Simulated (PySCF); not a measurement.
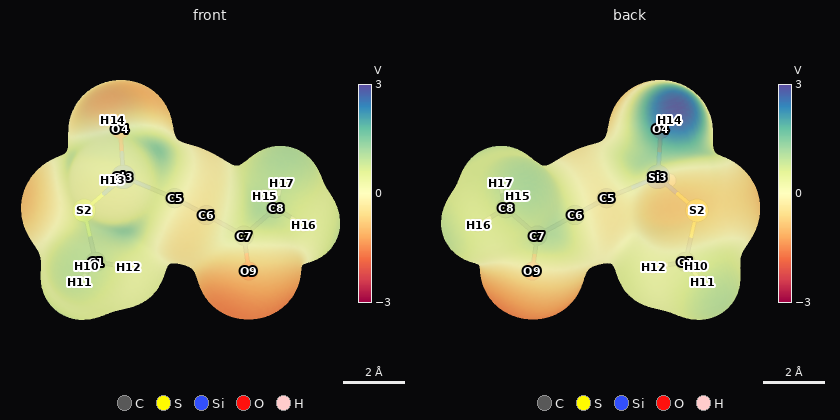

The picture shows: C5H8O2SSi. The molecular electrostatic potential painted on the density surface at 0.002 e/bohr³, seen from the front and from behind; the colour scale runs from red (negative) to blue (positive).

Geometry: GFN2-xTB.

Level of theory: PySCF 2.14.0, PBE0/pcSseg-1, SCF density, gas phase, non-relativistic.

```xyz
17

C    -2.0563   -1.2572    1.7604
S    -2.7505   -1.1447    0.0855
Si   -1.9675    0.7643   -0.5287
O    -2.3851    1.0242   -2.0671
C    -0.1312    0.6191   -0.2974
C     1.0406    0.4165   -0.0748
C     2.4347    0.1965    0.2133
C     3.3100    0.2608   -1.0118
O     2.8384   -0.0184    1.3306
H    -2.4900   -0.4830    2.3855
H    -2.3201   -2.2357    2.1476
H    -0.9772   -1.1497    1.7150
H    -2.5112    1.8708    0.2362
H    -2.5815    0.3142   -2.6731
H     2.9933   -0.4987   -1.7248
H     4.3488    0.0991   -0.7353
H     3.1977    1.2339   -1.4870
```

### Which sites attract a positive test charge, and which a negative one?

A positive charge is drawn to the negative regions and a negative charge to the positive ones. The most negative region (about −1.5 V) lies over O9, the most positive (about +2.8 V) over H14. O9 is the likeliest acceptor of a hydrogen bond.
